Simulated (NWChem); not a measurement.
# One shape, several levels: AlNH3F3 (SMILES [NH3]->[Al]([F])([F])[F])

Aim: a comparison of 4 runs (HF/def2-SVP, B2PLYP/6-31G**, PBE0/def2-SVP, MP2/6-31G*) of AlNH3F3. 

The results are computed with NWChem 7.3.0.

## 1. The molecule

The species is AlNH3F3 (8 atoms), meant as a singlet with charge 0. As SMILES, `[NH3]->[Al]([F])([F])[F]`. The shape comes from GFN2-xTB, which is rough for such elements, and wasn't checked as a minimum.

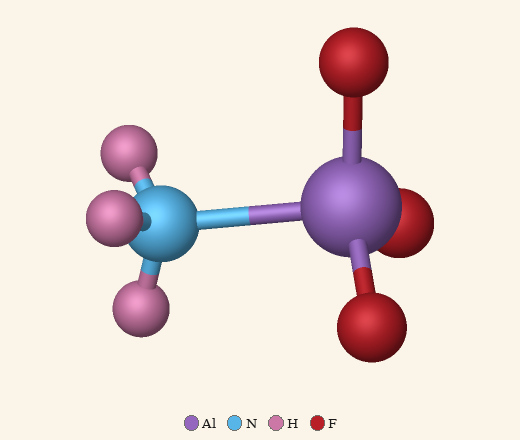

The structure, seen from a chosen angle (aluminium purple, nitrogen blue, hydrogen pink, fluorine red).

## 2. Energy and gradient at HF/def2-SVP (run 1)

The input, geom.nw:

```
start geom
title "AlF3H3N gradient"
memory stack 880 mb heap 220 mb global 1100 mb

geometry units au noautosym nocenter noautoz
  Al -0.00411960  0.00670853 -1.98819975
  N   0.00478101 -0.00685971  1.84749075
  H  -1.79327450  0.07269776  2.51626482
  H   0.97530655  1.50745343  2.52182062
  H   0.83359599 -1.61048130  2.50568235
  F   3.07072936 -0.03329697 -2.47877265
  F  -1.50129292  2.69643131 -2.45766441
  F  -1.58574478 -2.63265305 -2.46664061
end

basis spherical bse
  Al library def2-SVP
  N library def2-SVP
  H library def2-SVP
  F library def2-SVP
end

scf
  thresh 1e-08
  maxiter 80
end

task scf gradient
```

Started as:

```sh
$ nwchem geom.nw > geom.out
```

The log of the run:

```text
[...]
  functions       =    89
[...]
  wavefunction    = RHF
[...]
         Total SCF energy =   -596.360091015466
      One-electron energy =  -1333.416058082800
      Two-electron energy =    485.997977177876
 Nuclear repulsion energy =    251.057989889458
        Time for solution =      6.6s
[...]
                         RHF ENERGY GRADIENTS
    atom               coordinates                        gradient
                 x          y          z           x          y          z
   1 Al     -0.004120   0.006709  -1.988200   -0.000123  -0.000184  -0.012428
   2 N       0.004781  -0.006860   1.847491   -0.000383   0.000115  -0.000930
   3 H      -1.793275   0.072698   2.516265   -0.007266   0.000405   0.000649
   4 H       0.975307   1.507453   2.521821    0.004005   0.006527   0.000880
   5 H       0.833596  -1.610481   2.505682    0.003646  -0.007053   0.000771
   6 F       3.070729  -0.033297  -2.478773   -0.004353   0.000201   0.003675
   7 F      -1.501293   2.696431  -2.457664    0.002264  -0.003822   0.003638
   8 F      -1.585745  -2.632653  -2.466641    0.002209   0.003810   0.003745
[...]
```

Wall time 9 s (1 thread of AMD EPYC 9R45 (Zen 5), shared host); peak memory 0.1 GiB.

## 3. The energy at B2PLYP/6-31G(d,p) (spherical functions) (run 2)

The input, nw.nw:

```
start nw
title "AlF3H3N B2PLYP"
memory total 2200 mb

geometry units angstrom noautosym nocenter noautoz
Al   -0.002180    0.003550   -1.052110
N     0.002530   -0.003630    0.977650
H    -0.948960    0.038470    1.331550
H     0.516110    0.797710    1.334490
H     0.441120   -0.852230    1.325950
F     1.624960   -0.017620   -1.311710
F    -0.794450    1.426890   -1.300540
F    -0.839140   -1.393140   -1.305290
end

basis spherical bse
* library 6-31G**
end

dft
xc hfexch 0.53 becke88 0.47 lyp 0.73 mp2 0.27
dftmp2 semidirect
grid xfine
convergence energy 1e-08
maxiter 100
mulliken
end

mp2
freeze core 9
end

task dft energy
```

Started as:

```sh
$ nwchem nw.nw > nw.out
```

The log of the run:

```text
[...]
          Wavefunction type:  closed shell.
          No. of atoms     :     8
          No. of electrons :    50
[...]
          Charge           :     0
          Spin multiplicity:     1
[...]
          AO basis - number of functions:    89
[...]
              XC Information
              --------------
                     Hartree-Fock (Exact) Exchange  0.530
                    Becke 1988 Exchange Functional  0.470
              Lee-Yang-Parr Correlation Functional  0.730
[...]
 d= 0,ls=0.0,diis     1   -598.0114984456 -8.49D+02  1.17D-02  1.14D+00     2.5
[...]
 d= 0,ls=0.0,diis     8   -598.1282598533 -9.83D-10  2.33D-07  5.51D-10    16.9
         Total DFT energy =     -598.128259853297
      One electron energy =    -1334.425033096008
           Coulomb energy =      543.058712215097
    Exchange-Corr. energy =      -57.819946808236
 Nuclear repulsion energy =      251.058007835849
[...]
      Total Density - Mulliken Population Analysis
     ---------------------------------------------
    Atom       Charge   Shell Charges
 -----------   ------   -------------------------------------------------------
    1 Al  13    11.60   2.00  2.00  5.97  0.41  0.70 -0.03  0.18  0.37
    2 N    7     7.76   2.00  0.77  2.53  0.83  1.62  0.02
    3 H    1     0.67   0.50  0.14  0.02
    4 H    1     0.67   0.50  0.15  0.02
    5 H    1     0.67   0.50  0.15  0.02
    6 F    9     9.54   2.00  0.91  3.31  1.06  2.26  0.01
    7 F    9     9.54   2.00  0.91  3.31  1.06  2.26  0.01
    8 F    9     9.54   2.00  0.91  3.31  1.06  2.26  0.01
[...]
  Basis functions       =     89
[...]
```

Wall time 20 s (1 thread of AMD EPYC 9R45 (Zen 5), shared host); peak memory 0.27 GiB.

Run 3 isn't shown in full; the table further down has it.

## 4. Energy and gradient at MP2/6-31G(d) (spherical functions) (run 4)

The input, alf3h3n.nw:

```
start alf3h3n
title "AlF3H3N mp2"
memory 2200 mb

geometry units angstrom noautosym nocenter noautoz
   Al   -0.002180    0.003550   -1.052110
   N     0.002530   -0.003630    0.977650
   H    -0.948960    0.038470    1.331550
   H     0.516110    0.797710    1.334490
   H     0.441120   -0.852230    1.325950
   F     1.624960   -0.017620   -1.311710
   F    -0.794450    1.426890   -1.300540
   F    -0.839140   -1.393140   -1.305290
end

basis spherical bse
   * library 6-31G*
end

scf
   thresh 1e-08
   maxiter 80
end

mp2
   freeze core 9
   tight
end

task mp2 gradient
```

Started as:

```sh
$ nwchem alf3h3n.nw > alf3h3n.out
```

The log of the run:

```text
[...]
  functions       =    80
[...]
  wavefunction    = RHF
[...]
         Total SCF energy =   -596.696607963702
      One-electron energy =  -1334.250517472997
      Two-electron energy =    486.495901673447
 Nuclear repulsion energy =    251.058007835849
        Time for solution =      8.8s
[...]
          Total MP2 energy          -597.437931573135
[...]
                         mp2 ENERGY GRADIENTS
    atom               coordinates                        gradient
                 x          y          z           x          y          z
   1 Al     -0.004120   0.006709  -1.988200   -0.000124  -0.000174  -0.011872
   2 N       0.004781  -0.006860   1.847491   -0.000375   0.000085   0.005746
   3 H      -1.793274   0.072698   2.516265    0.002877  -0.000043  -0.002974
   4 H       0.975306   1.507453   2.521820   -0.001472  -0.002016  -0.002781
   5 H       0.833596  -1.610481   2.505682   -0.001030   0.001992  -0.002793
   6 F       3.070729  -0.033297  -2.478772   -0.013511   0.000324   0.004921
   7 F      -1.501293   2.696431  -2.457664    0.006723  -0.011829   0.004818
   8 F      -1.585745  -2.632653  -2.466640    0.006911   0.011662   0.004935
[...]
```

It took 23 s on 1 thread of AMD EPYC 9R45 (Zen 5), shared host; peak memory 0.25 GiB.

## 5. All runs side by side

```csv
run,level,task,iteration cap,energy (Eh),dipole moment (D),HOMO energy (eV),LUMO energy (eV),wall time
1,HF/def2-SVP,gradient,80,-596.360091,6.04,-15.38,2.92,9 s
2,B2PLYP/6-31G** (spherical functions),energy,100,-598.373788,5.95,-11.91,1.32,20 s
3,PBE0/def2-SVP,gradient,100,-597.973168,5.96,-10.01,0.05,19 s
4,MP2/6-31G* (spherical functions),gradient,80,-597.437932,5.94,-15.20,3.40,23 s
```

## 6. What came out

```
                                                      quantity          value
                                           run 4: total energy  -597.43793 Eh
run 4: dipole moment (of the density that the program reports)         5.94 D
                    run 4: HOMO energy (Hartree–Fock orbitals)      -15.20 eV
                    run 4: LUMO energy (Hartree–Fock orbitals)        3.40 eV
                  run 4: HOMO–LUMO gap (Hartree–Fock orbitals)       18.60 eV
            run 4: correlation energy (9 core orbitals frozen)     -741.3 mEh
                               run 4: largest force on an atom     0.742 eV/Å
```

In words: The dipole moment (its size) runs from 5.94 D (MP2/6-31G*) to 6.04 D (HF/def2-SVP). The two ends differ in method and basis. Over runs 1, 2, 3 the HOMO–LUMO gap runs from 10.06 eV (PBE0/def2-SVP) to 18.30 eV (HF/def2-SVP). Exact exchange widens orbital gaps. Totals of different functionals can't be ranked against each other. All runs together took 70 s, the longest 23 s.
